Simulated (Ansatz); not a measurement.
MgS (rock salt)

```xyz
2
Lattice="0.0000 2.6015 2.6015 2.6015 0.0000 2.6015 2.6015 2.6015 0.0000" Properties=species:S:1:pos:R:3 pbc="T T T"
S      0.0000     0.0000     0.0000
Mg     2.6015     2.6015     2.6015
```

The volume is varied about the relaxed value V₀ at fixed cell shape. Symmetry pins the atoms to their sites.

All values below come from r2SCAN (plane waves to 500 eV, PAW, scalar-relativistic; Ansatz, an electronic-structure program). k mesh 12×12×12 (Γ-centred), Fermi-Dirac smearing 0.05 eV. E stands for the smeared free energy. MgS was relaxed with its symmetry unable to fall. The zero of ΔE is the relaxed starting cell.

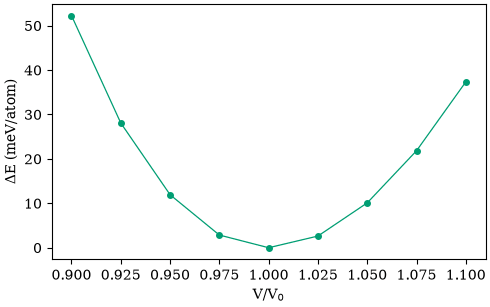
ΔE (meV/atom) against V/V₀; computed points joined by lines.

Task: What is ΔE at V/V₀ = 1.100?

Result: About 37 meV/atom.

Task: What is ΔE at V/V₀ = 0.900?

Result: About 52 meV/atom.

Task: What bulk modulus B₀ follows from a third-order Birch-Murnaghan fit?

Result: About 80 GPa.

(A scan under strain: stresses follow from slopes of the energy per volume, elastic moduli from its curvatures.)
